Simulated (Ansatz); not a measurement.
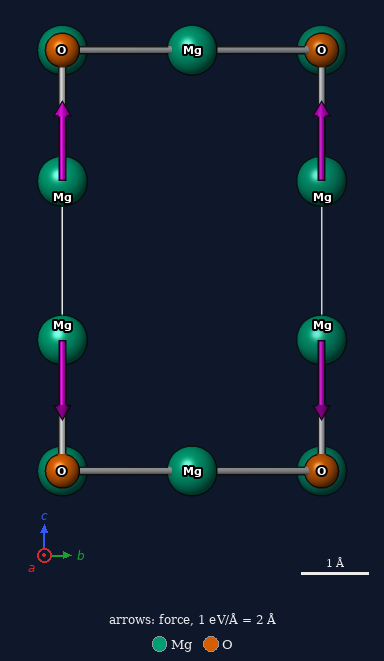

Starting geometry of a crystal of Mg₅O (a generated structure, set up in P6/mmm) (coarse preliminary run) with the computed forces as purple arrows. The picture is a ball-and-stick view of the cell of the calculation, seen along the a axis.

Computed with DFT PBE, scalar-relativistic, plane waves, PAW in Ansatz 0.2.0.

Input
```yaml
crystal:
  lattice:
    - [4.49038031, 0.0, 0.0]
    - [-2.24519016, 3.88878342, 0.0]
    - [0.0, 0.0, 6.31444562]
  atoms:
    - { symbol: Mg, position: [0.0, 0.0, 0.68868966] }
    - { symbol: Mg, position: [0.0, 0.0, 0.31131034] }
    - { symbol: Mg, position: [0.5, 0.0, 0.0] }
    - { symbol: Mg, position: [0.0, 0.5, 0.0] }
    - { symbol: Mg, position: [0.5, 0.5, 0.0] }
    - { symbol: O, position: [0.0, 0.0, 0.0] }
basis:
  ecutwfc: 420
kpoints:
  mp_grid: { grid: [6, 6, 4] }
hamiltonian:
  xc: pbe
scf:
  occupations: { method: gaussian, width: 0.1 }
  lower_state_search: "off"
output:
  forces: true
  stress: true
  eigenvalues: true
relax:
  adjacent_minimum: "off"
  f_tol: 0.04
  max_steps: 70
  cell: { stress_tol: 0.4 }
```

Command:
```bash
ansatz run input.yaml --threads 1 --pin off --max-ram 2560MiB --backend cpu --events-out ev --progress --plain --runs-dir out
```

Question: What follows when this structure is relaxed?

Answer: It isn't relaxed: the largest force vector, on Mg atoms, is 0.61 eV/Å. The atoms end up moving mostly along the starting forces (cosine between the two patterns 1.00). The largest moves relative to the cell, 0.16 Å, are those of Mg1 and Mg2. Mg1 goes along +c. O stays in place. The drawn cell changes as follows: a = b 4.490 → 5.655 Å (+25.9 %), c 6.314 → 6.736 Å (+6.7 %); the volume changes by +69.2 %. Some distances before and after: Mg3–Mg4 2.245 → 2.827 Å, Mg3–O6 2.245 → 2.827 Å, Mg1–Mg2 2.383 → 2.866 Å, Mg1–O6 1.966 → 1.935 Å. The space group stays P6/mmm (No. 191). After 8 accepted moves (10 points after the start) the energy has fallen by 5.146 eV per cell of the calculation. Largest force component: 0.61 eV/Å at the start, 0.016 eV/Å at the end. The pressure goes from 29.82 to 0.03 GPa. The SCF was repeated twice at an unchanged geometry on a basis and grid sized afresh for the cell, which shifted the energy by 0.402 eV per cell of the calculation at most.
